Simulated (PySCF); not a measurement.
SMILES F[Si](F)(N[Si](F)(F)F)F (HF6NSi2), PBE0/def2-SVP optimised geometry. Atoms within 1.6 Å of the plane z = 1.5 Å (x, y, z in Å): Si1 (0.75, -1.28, 0.00), F3 (2.35, -1.28, 0.00), F4 (0.20, -2.04, 1.29), N5 (0.21, 0.33, 0.00), Si6 (-1.29, 0.95, 0.54), F8 (-1.23, 1.58, 2.01), F9 (-2.35, -0.24, 0.56).

Calculation: PBE0/def2-TZVP in PySCF. Cells within 0.4 Å of a nucleus heavier than hydrogen are left out (blank, or x).

Map of the electrostatic potential (hartree/e), clipped to [-0.08, 0.12] on the plane z = 1.5 Å:

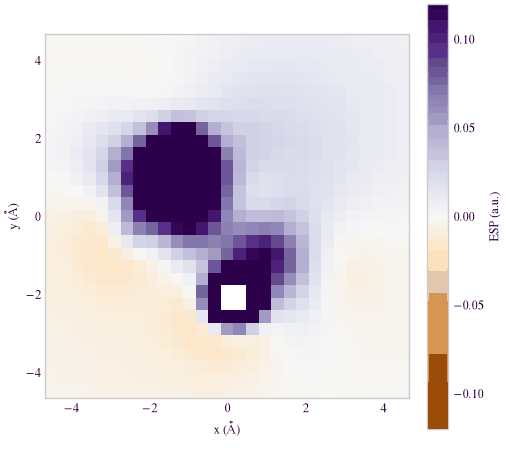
Figure: Electrostatic potential (hartree/e), clipped to [-0.08, 0.12] on the plane z = 1.5 Å.
